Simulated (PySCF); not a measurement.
Dissociation curve of SMILES F[SiH3] (H3FSi). The Si1–H5 bond (Si1 also carries F, H, H; H5 carries nothing else) is varied alone, starting from the PBE0/def2-TZVP optimised geometry.

```
5

Si     0.0000     0.0000     0.0000
F      1.3339    -0.7264    -0.5029
H      0.0000     1.3870    -0.5212
H     -1.1652    -0.7524    -0.5211
H      0.0000     0.0000     1.4817
```

Methods: UKS-B3LYP/6-31G* = unrestricted B3LYP/6-31G*, spherical d (PySCF); UHF/3-21G = unrestricted Hartree-Fock/3-21G (PySCF); RHF/3-21G = restricted Hartree-Fock/3-21G (PySCF).

Energies are in kJ/mol, each relative to the lowest point of its own curve near equilibrium.

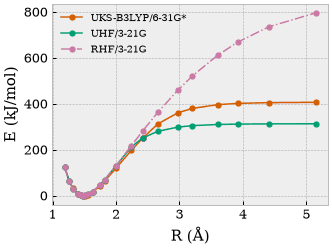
Figure. Energy against bond length for each method.

```
R / Å  UKS-B3LYP/6-31G*  UHF/3-21G  RHF/3-21G
-----  ----------------  ---------  ---------
1.19              124.7      124.2      124.2
1.26               64.5       63.5       63.5
1.32               31.4       30.4       30.4
1.40                7.4        6.6        6.6
1.45                1.1        0.8        0.8
1.48                0.0        0.0        0.0
1.51                0.5        0.9        0.9
1.56                4.5        5.6        5.6
1.63               15.2       17.5       17.5
1.74               40.7       44.9       44.9
1.82               63.3       69.1       69.1
2.00              119.9      130.4      130.4
2.24              196.7      212.3      217.1
2.42              250.5      251.1      281.6
2.66              312.6      280.3      363.2
2.98              361.3      298.6      461.1
3.20              379.5      304.7      520.2
3.60              396.1      309.8      610.8
3.92              401.6      311.4      668.8
4.41              404.9      312.5      735.2
5.15              406.3      312.9      795.8
```

At the longest distance, 5.15 Å, RHF/3-21G lies highest above its minimum (795.8 kJ/mol) and UHF/3-21G lowest (312.9 kJ/mol).

The unrestricted determinant behind UKS-B3LYP/6-31G* is spin-contaminated at 2.66 to 5.15 Å (<S²> up to 1.0, against 0.00 for a pure singlet). The unrestricted determinant behind UHF/3-21G is spin-contaminated at 2.24 to 5.15 Å (<S²> up to 1.0, against 0.00 for a pure singlet). The restricted form behind RHF/3-21G keeps the bonding electrons paired and can't separate into open-shell fragments.
